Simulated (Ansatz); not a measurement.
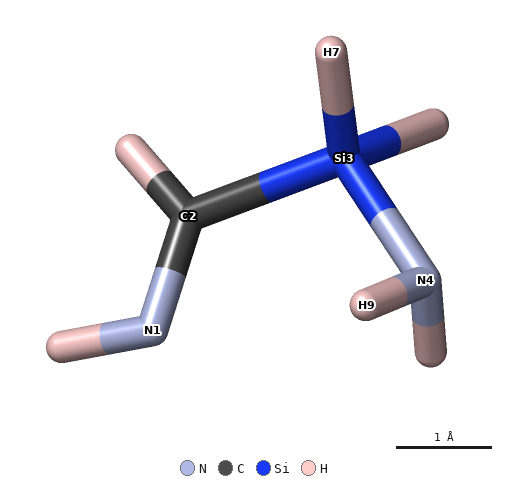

CH$_{6}$N$_{2}$Si (coarse preliminary run), before the relaxation. A stick model, seen at a tilt.

The start comes from a force field.

Level of theory: Ansatz, RKS PBE-D4/def2-SVP.

Input file:
```yaml
crystal:
  periodic: [false, false, false]
  atoms:
    - {symbol: N, position_ang: [-0.149200, 0.366300, -1.734200]}
    - {symbol: C, position_ang: [-0.882700, -0.147300, -0.798300]}
    - {symbol: Si, position_ang: [-0.177400, -0.327800, 0.914900]}
    - {symbol: N, position_ang: [1.513400, 0.326700, 0.986300]}
    - {symbol: H, position_ang: [-0.747700, 0.420400, -2.631000]}
    - {symbol: H, position_ang: [-1.900000, -0.509800, -0.960200]}
    - {symbol: H, position_ang: [-0.015200, -1.752500, 1.319500]}
    - {symbol: H, position_ang: [-0.908100, 0.424000, 1.925300]}
    - {symbol: H, position_ang: [1.974400, -0.131200, 0.296300]}
    - {symbol: H, position_ang: [1.375600, 1.279900, 0.684500]}
basis:
  gaussian: {orbitals: def2-SVP}
hamiltonian: {xc: pbe, dispersion: d4}
relax: {f_tol: 0.03, max_steps: 200}
```

Run as
```bash
ansatz run in.yaml --threads 2 --pin off --events-out ev --progress --plain --max-ram 4352MiB
```

**What does the optimiser find from here?**

Over 6 geometry steps the energy falls by 10.3 kcal/mol. Largest force component: 3.5 eV/Å at the start, 0.017 eV/Å at the end. H10 moves most after the best rigid fit: 0.26 Å. Largest moves by element: H 0.26 Å, N 0.13 Å, Si 0.07 Å, C 0.07 Å. Some distances before and after: N4–H9 0.948 → 1.025 Å, Si3–N4 1.814 → 1.744 Å, C2–Si3 1.861 → 1.914 Å, Si3–H8 1.456 → 1.507 Å. Bond angles that change, for instance: Si3–N4–H10 101.6° → 115.1°, Si3–N4–H9 104.5° → 115.1°, C2–Si3–H8 113.5° → 107.5°. Cost: 11 s on 2 threads of Arm Neoverse V2, with other jobs on the host.

The structure at the end:

```xyz
10

N    -0.2657    0.3686   -1.7878
C    -0.9381   -0.1675   -0.8297
Si   -0.1147   -0.3050    0.8929
N     1.5025    0.3406    0.9953
H    -0.8243    0.3804   -2.6649
H    -1.9841   -0.5571   -0.9652
H    -0.0761   -1.7665    1.2584
H    -0.9904    0.4311    1.8739
H     2.1952   -0.1255    0.4000
H     1.5790    1.3496    0.8302
```

The end point in the same view:

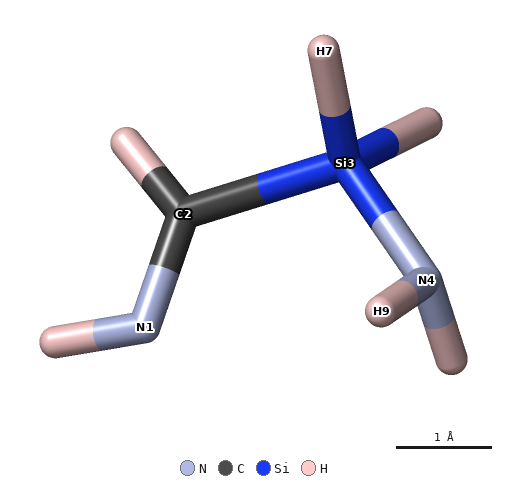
